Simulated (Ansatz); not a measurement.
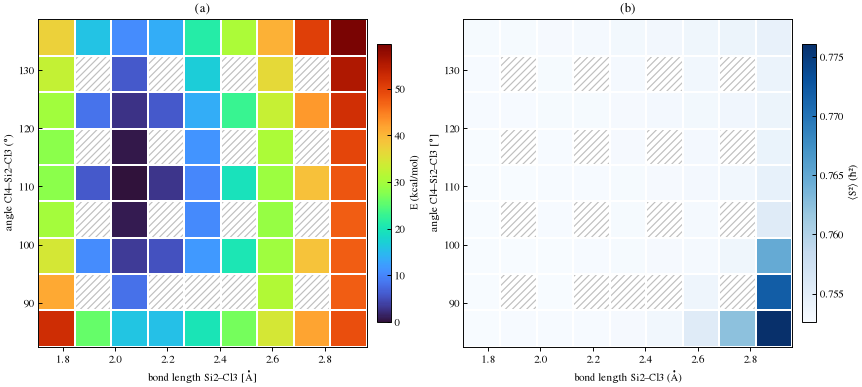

Cl₂HSSi, SMILES [S][SiH](Cl)Cl, spin multiplicity 2. First axis: bond length Si2–Cl3. Second axis: angle Cl4–Si2–Cl3. Nothing is relaxed (all other coordinates rigid). The grid has 9 × 9 points. At 17 points there is no value. Points are written as (first, second). Energies are in kcal/mol, from the lowest grid point. All numbers below come from Ansatz, UKS B3LYP-D4/def2-SVP.

Panel (a) is the energy and panel (b) the computed ⟨S²⟩ on the same grid.

In the figure: one coloured cell a grid point, hatched blanks where no value was computed.

### How does the ⟨S²⟩ vary over the map, and what is it at the lowest grid point?

Leaving out the highest fifth of the energies, it runs from 0.75 ħ² at (1.776 Å, 91.8°) to 0.76 ħ² at (2.613 Å, 85.6°). At the lowest grid point, (2.055 Å, 110.6°), it is 0.75 ħ².

| angle Cl4–Si2–Cl3 ↓, bond length Si2–Cl3 → | 1.776 | 1.916 | 2.055 | 2.194 | 2.334 | 2.473 | 2.613 | 2.752 | 2.891 |
| --- | --- | --- | --- | --- | --- | --- | --- | --- | --- |
| 135.6 | 0.75 | 0.75 | 0.75 | 0.75 | 0.75 | 0.75 | 0.75 | 0.75 | 0.75 |
| 129.3 | 0.75 | – | 0.75 | – | 0.75 | – | 0.75 | – | 0.75 |
| 123.1 | 0.75 | 0.75 | 0.75 | 0.75 | 0.75 | 0.75 | 0.75 | 0.75 | 0.75 |
| 116.8 | 0.75 | – | 0.75 | – | 0.75 | – | 0.75 | – | 0.75 |
| 110.6 | 0.75 | 0.75 | 0.75 | 0.75 | 0.75 | 0.75 | 0.75 | 0.75 | 0.75 |
| 104.3 | 0.75 | – | 0.75 | – | 0.75 | – | 0.75 | – | 0.76 |
| 98.1 | 0.75 | 0.75 | 0.75 | 0.75 | 0.75 | 0.75 | 0.75 | 0.75 | 0.76 |
| 91.8 | 0.75 | – | 0.75 | – | – | – | 0.75 | – | 0.77 |
| 85.6 | 0.75 | 0.75 | 0.75 | 0.75 | 0.75 | 0.75 | 0.76 | 0.76 | 0.78 |
